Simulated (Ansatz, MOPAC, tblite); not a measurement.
Dissociation curve of CH (cation, charge +1), singlet.

Methods: RCCSD(T) = Ansatz (an electronic-structure program) with CCSD(T) on RHF/aug-cc-pVDZ, frozen core; GFN2-xTB, 300 K electronic temperature (tblite); AM1, restricted, heats of formation (MOPAC).

Energies are in eV, each relative to the lowest point of its own curve near equilibrium.

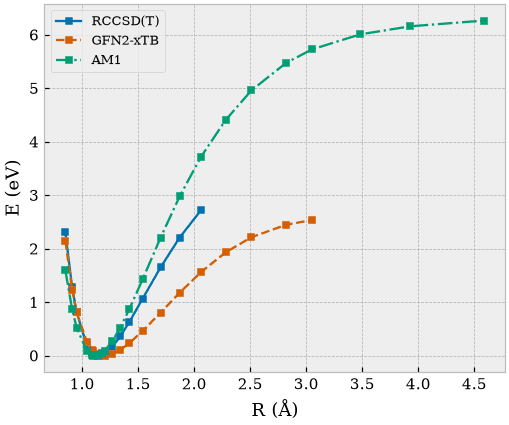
*Energy against bond length for each method.*

| R / Å | RCCSD(T) | GFN2-xTB | AM1 |
|---|---|---|---|
| 0.85 | 2.302 | 2.138 | 1.590 |
| 0.91 | 1.279 | 1.227 | 0.864 |
| 0.95 | 0.809 | 0.814 | 0.524 |
| 1.04 | 0.197 | 0.262 | 0.091 |
| 1.09 | 0.050 | 0.110 | 0.006 |
| 1.10 | 0.033 | 0.088 | 0.000 |
| 1.14 | 0.000 | 0.029 | 0.005 |
| 1.18 | 0.013 | 0.003 | 0.051 |
| 1.20 | 0.034 | 0.000 | 0.088 |
| 1.27 | 0.164 | 0.030 | 0.273 |
| 1.34 | 0.357 | 0.106 | 0.524 |
| 1.42 | 0.625 | 0.230 | 0.863 |
| 1.54 | 1.065 | 0.460 | 1.428 |
| 1.70 | 1.650 | 0.804 | 2.206 |
| 1.87 | 2.207 | 1.175 | 2.976 |
| 2.06 | 2.717 | 1.559 | 3.715 |
| 2.28 | — | 1.928 | 4.403 |
| 2.51 | — | 2.212 | 4.956 |
| 2.82 | — | 2.445 | 5.471 |
| 3.05 | — | 2.534 | 5.723 |
| 3.48 | — | — | 6.004 |
| 3.93 | — | — | 6.156 |
| 4.59 | — | — | 6.263 |

Dashes: no converged value, or the column stops at the first point that the program doubted or that broke a chosen test of continuity, which isn't proof of a fault.

The T1 diagnostic of CCSD on the restricted reference of RCCSD(T) exceeds 0.045 at 2.06 to 4.59 Å. The restricted form behind AM1 keeps the bonding electrons paired and can't separate into open-shell fragments.
